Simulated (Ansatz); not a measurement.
# BH3Se: the cost of one run

Computed with Ansatz 0.2.0, Gaussian basis. Level: PBE0-D4/def2-TZVP structures, single points in def2-TZVPP, no counterpoise correction.

Levels: SPW92, PBE-D4, BLYP-D4, r2SCAN-D4, B97M-V, PBE0-D4, B3LYP-D4, r2SCAN0-D4, BHLYP-D4, CAM-B3LYP-D4, wB97X-V, wB97M-V, B2PLYP, PBE-QIDH, RPA on PBE, Hartree-Fock, MP2, CCSD, CCSD(T).

Cores are frozen in the correlated methods. Filled d shells of the heavier atoms are correlated. B3LYP uses VWN-RPA correlation. B2PLYP carries no dispersion term here.

94 further runs of the same task are left out: 94 set aside as unsound or not needed.

## (1) Starting geometry

The complex: 9 atoms, charge 0, spin multiplicity 1.

Atoms are counted from 1 here; the program's logs count them from 0.

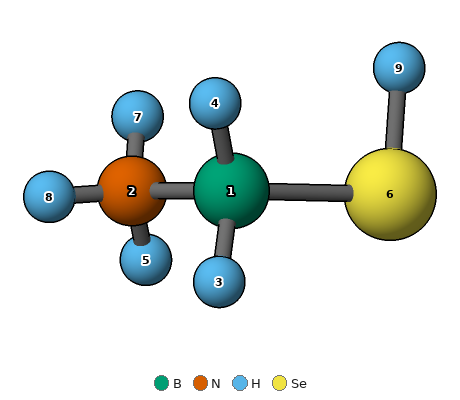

Start geometry, drawn with boron teal, nitrogen orange, hydrogen blue, selenium yellow; atoms are numbered from 1 in the order of the file.

As a file:

```mol
BH6NSe
  3D, bonds by distance, orders not assigned

  9  8  0  0  0  0  0  0  0  0999 V2000
   -0.5319   -0.5263   -0.0933 B   0  0
   -0.0650    0.9279    0.4775 N   0  0
   -1.6376   -0.3656   -0.5457 H   0  0
   -0.4640   -1.2941    0.8310 H   0  0
   -0.0317    1.6008   -0.2839 H   0  0
    0.7222   -0.9821   -1.6290 Se  0  0
    0.8712    0.8721    0.8684 H   0  0
   -0.6970    1.2723    1.1969 H   0  0
    1.8339   -1.5049   -0.8219 H   0  0
  1  2  8  0
  1  3  8  0
  1  4  8  0
  1  6  8  0
  2  5  8  0
  2  7  8  0
  2  8  8  0
  6  9  8  0
M  END
```

Its parts: BH3Se holds atoms 1, 3, 4, 6, 9; NH3 holds atoms 2, 5, 7, 8. Each part counts its atoms afresh in its own runs.

## (2) Relaxing BH3Se alone

relax-a/in.yaml

```yaml
crystal:
  periodic: [false, false, false]
  atoms:
    - {symbol: B, position_ang: [-0.531946, -0.526319, -0.093339]}
    - {symbol: H, position_ang: [-1.637631, -0.365575, -0.545694]}
    - {symbol: H, position_ang: [-0.464023, -1.294149, 0.831040]}
    - {symbol: Se, position_ang: [0.722154, -0.982081, -1.629045]}
    - {symbol: H, position_ang: [1.833938, -1.504938, -0.821907]}
basis:
  gaussian: {orbitals: def2-TZVP}
hamiltonian: {xc: pbe0, dispersion: d4}
relax: {f_tol: 0.005, max_steps: 200}
```

Launch:

```bash
> ansatz run in.yaml --threads 4 --pin off --events-out ev --progress --plain --max-ram 9574MiB
```

**Question.** How long does this run take on 4 threads of Arm Neoverse V2, shared host?

About 4.6 s.
